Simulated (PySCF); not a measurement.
# Si2NH5ClF (SMILES F[SiH2]N[SiH2]Cl): HF/def2-SVP (density fitting)

What is the vertical singlet–triplet gap of Si2NH5ClF at HF/def2-SVP (density fitting)? Input form: a Python script.

The results are computed with PySCF 2.14.0.

2 further runs of the same task are left out: 2 set aside as unsound or not needed.

## 1. The structure to begin with

Si2NH5ClF has 10 atoms, charge 0, and is taken as a singlet. As SMILES, `F[SiH2]N[SiH2]Cl`. The coordinates come from a PBE0-D4/def2-TZVP relaxation. This is one conformer, not always the lowest.

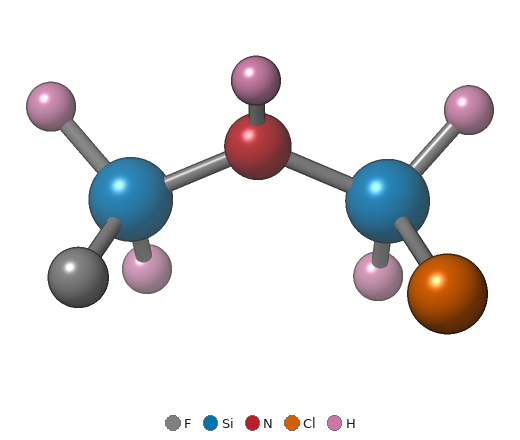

The structure, seen from a chosen angle (fluorine grey, silicon blue, nitrogen red, chlorine orange, hydrogen pink).

## 2. A single-point energy at HF/def2-SVP (density fitting)

input.py

```python
from pyscf import gto
from pyscf import df

system = gto.M(
    atom='''
F   -0.968900  -2.289200   0.635800
Si  -1.171300  -0.998400  -0.284500
N   -0.376500   0.382800   0.344600
Si   1.211300   0.939200   0.004800
Cl   2.592400   0.309400   1.394200
H   -0.579900  -1.302300  -1.604000
H   -2.628600  -0.748000  -0.325600
H   -0.850000   0.854700   1.104200
H    1.243800   2.417200   0.038000
H    1.610800   0.383600  -1.304500
''',
    verbose=4,
    max_memory=1860,
    charge=0,
    basis='def2-svp',
)

mf = system.RHF()
mf = mf.density_fit(auxbasis=df.aug_etb(system, beta=2.0))
mf.conv_tol = 1e-10
mf.kernel()
if not mf.converged:
    mf = mf.newton().run(mf.mo_coeff, mf.mo_occ)

e_final = mf.e_tot
print(f'total energy: {e_final:.8f} hartree')
```

Started as:

```sh
$ OMP_NUM_THREADS=1 python input.py
```

Standard output:

```text
PySCF version 2.14.0

[INPUT] num. atoms = 10
[INPUT] num. electrons = 66
[INPUT] charge = 0
[INPUT] spin (= nelec alpha-beta = 2S) = 0
[INPUT] symmetry False subgroup None
[INPUT] Mole.unit = angstrom
[INPUT] Symbol           X                Y                Z      unit          X                Y                Z       unit  Magmom
[INPUT]  1 F     -0.968900000000  -2.289200000000   0.635800000000 AA   -1.830955642091  -4.325961044354   1.201487869998 Bohr   0.0
[INPUT]  2 Si    -1.171300000000  -0.998400000000  -0.284500000000 AA   -2.213436209703  -1.886702562766  -0.537627082439 Bohr   0.0
[INPUT]  3 N     -0.376500000000   0.382800000000   0.344600000000 AA   -0.711481885899   0.723387160484   0.651199622525 Bohr   0.0
[INPUT]  4 Si     1.211300000000   0.939200000000   0.004800000000 AA    2.289025254686   1.774830776192   0.009070685398 Bohr   0.0
[INPUT]  5 Cl     2.592400000000   0.309400000000   1.394200000000 AA    4.898926005322   0.584681262940   2.634656162869 Bohr   0.0
[INPUT]  6 H     -0.579900000000  -1.302300000000  -1.604000000000 AA   -1.095852179635  -2.460990332021  -3.031120703802 Bohr   0.0
[INPUT]  7 H     -2.628600000000  -0.748000000000  -0.325600000000 AA   -4.967334091032  -1.413515141175  -0.615294826158 Bohr   0.0
[INPUT]  8 H     -0.850000000000   0.854700000000   1.104200000000 AA   -1.606267205880   1.615148918666   2.086635586745 Bohr   0.0
[INPUT]  9 H      1.243800000000   2.417200000000   0.038000000000 AA    2.350441353734   4.567845988299   0.071809592733 Bohr   0.0
[INPUT] 10 H      1.610800000000   0.383600000000  -1.304500000000 AA    3.043970841449   0.724898941383  -2.465147729495 Bohr   0.0

[... 72 lines left out ...]
converged SCF energy = -1193.88689582545
total energy: -1193.88689583 hartree
```

It took 2.9 s on 1 thread of Arm Neoverse V2, shared host; peak memory 0.2 GiB.

## 3. The triplet, same level

calc.py

```python
from pyscf import gto
from pyscf import df

mol = gto.Mole()
mol.atom = '''
F     -1.830956    -4.325961     1.201488
Si    -2.213436    -1.886703    -0.537627
N     -0.711482     0.723387     0.651200
Si     2.289025     1.774831     0.009071
Cl     4.898926     0.584681     2.634656
H     -1.095852    -2.460990    -3.031121
H     -4.967334    -1.413515    -0.615295
H     -1.606267     1.615149     2.086636
H      2.350441     4.567846     0.071810
H      3.043971     0.724899    -2.465148
'''
mol.verbose = 3
mol.spin = 2
mol.basis = 'def2-svp'
mol.charge = 0
mol.max_memory = 1860
mol.unit = 'bohr'
mol.build()

mf = mol.UHF()
mf = mf.density_fit(auxbasis=df.aug_etb(mol, beta=2.0))
mf.conv_tol = 1e-10
mf.kernel()
if not mf.converged:
    mf = mf.newton().run(mf.mo_coeff, mf.mo_occ)

energy = mf.e_tot
print('E = %.10f Eh' % energy)
```

Started as:

```sh
$ OMP_NUM_THREADS=1 python calc.py
```

Standard output:

```text
WARN: HOMO 0.0825550799035684 >= LUMO -0.336014527986303

WARN: HOMO -0.136943519186779 >= LUMO -0.189765064603142

converged SCF energy = -1193.62148561354  <S^2> = 2.0087613  2S+1 = 3.0058352
E = -1193.6214856135 Eh
```

It took 7.5 s on 1 thread of Arm Neoverse V2, shared host; peak memory 0.2 GiB.

## 4. What came out

Level: HF/def2-SVP (density fitting).

```
                                        quantity           value
                           singlet: total energy  -1193.88690 Eh
                          singlet: dipole moment          2.87 D
                            singlet: HOMO energy       -11.98 eV
                            singlet: LUMO energy         3.97 eV
                          singlet: HOMO–LUMO gap        15.94 eV
                           triplet: total energy  -1193.62149 Eh
                          triplet: dipole moment          3.49 D
     triplet: HOMO energy (highest over α and β)        -3.06 eV
      triplet: LUMO energy (lowest over α and β)        -1.57 eV
                                   triplet: ⟨S²⟩           2.009
vertical energy of the triplet above the singlet        7.222 eV
```

At this shape the triplet lies 7.22 eV (697 kJ/mol) above the singlet. Mulliken charges (singlet) run from -0.78 on N3 to +1.11 on Si2; they depend strongly on the basis.
